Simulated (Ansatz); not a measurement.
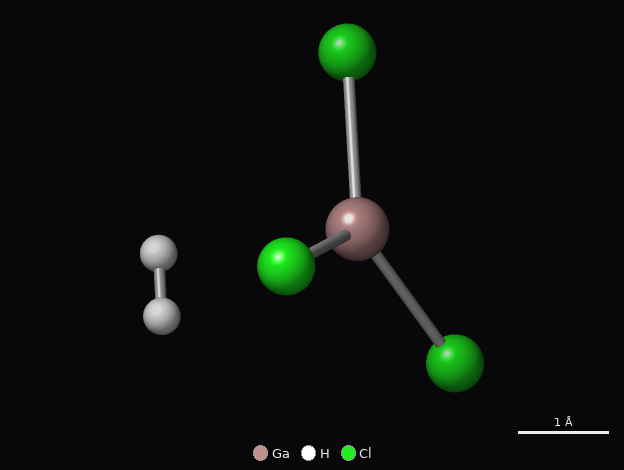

The structure as it stands in the input.

The calculation was set up as follows.

```yaml
crystal:
  periodic: [false, false, false]
  atoms:
    - {symbol: Ga, position_ang: [-0.802501, 0.021178, 0.154753]}
    - {symbol: H, position_ang: [1.672206, 0.223706, -0.591128]}
    - {symbol: Cl, position_ang: [-1.298100, -0.502711, -1.834189]}
    - {symbol: Cl, position_ang: [-0.738132, 2.059124, 0.719205]}
    - {symbol: H, position_ang: [1.746257, -0.312131, -0.069800]}
    - {symbol: Cl, position_ang: [-0.579830, -1.489166, 1.621258]}
basis:
  gaussian: {orbitals: def2-TZVPP}
correlation: {method: ccsd_t}
```

It was started with:

```sh
ansatz run in.yaml --threads 4 --pin off --events-out ev --progress --plain --max-ram 9574MiB
```

What the program printed:

```
Functional definition: HF
  name "HF"
  cite "Fock, Z. Phys. 61, 126 (1930) doi:10.1007/BF01340294"
  parent pbe
  exchange = exact_x
  correlation = 0
1211 factors; integrals over basis functions are off by at most 1.2e-3 eV
mean field evaluation 1: about -89880.3577 eV, gradient 2.2e1 eV
mean field evaluation 2: about -89880.4784 eV, gradient 2.3e1 eV
mean field evaluation 4: about -89881.9987 eV, gradient 2.6e0 eV
mean field evaluation 8: about -89882.0231 eV, gradient 4.7e-2 eV
mean field evaluation 16: about -89881.4878 eV, gradient 1.5e1 eV
mean field -89882.02307534 eV, -3303.1034237954 hartree, gradient 2.7e-6 eV, S^2 0.000000; 0 other end points of the search recorded, 0 dependent functions left out
24 core orbitals not correlated: weight in the atoms' cores, before any rotation towards them, 1.000 or more for the frozen orbitals, at most 0.000 for the correlated occupied ones
reference -89882.02307534 eV, -3303.1034237954 hartree; 18, 18 occupied and 160, 160 virtual orbitals, 1211 factors
second order -21.93515075 eV of doubles, -0.00000000 eV of singles
cycle   1  -22.52127814 eV  change   -5.9e-1 eV  update   1.0e-1
cycle   2  -23.09587920 eV  change   -5.7e-1 eV  update   2.8e-2
cycle   3  -23.19276311 eV  change   -9.7e-2 eV  update   1.4e-2
cycle   4  -23.18158622 eV  change    1.1e-2 eV  update   2.9e-3
cycle   5  -23.18035381 eV  change    1.2e-3 eV  update   1.0e-3
cycle   6  -23.18037830 eV  change   -2.4e-5 eV  update   2.8e-4
cycle   7  -23.18029957 eV  change    7.9e-5 eV  update   8.0e-5
cycle   8  -23.18033166 eV  change   -3.2e-5 eV  update   2.3e-5
perturbative correction -0.97633756 eV, -0.0358797437 hartree
Total energy: -89906.17974457 eV, -3303.9911650154 hartree
```
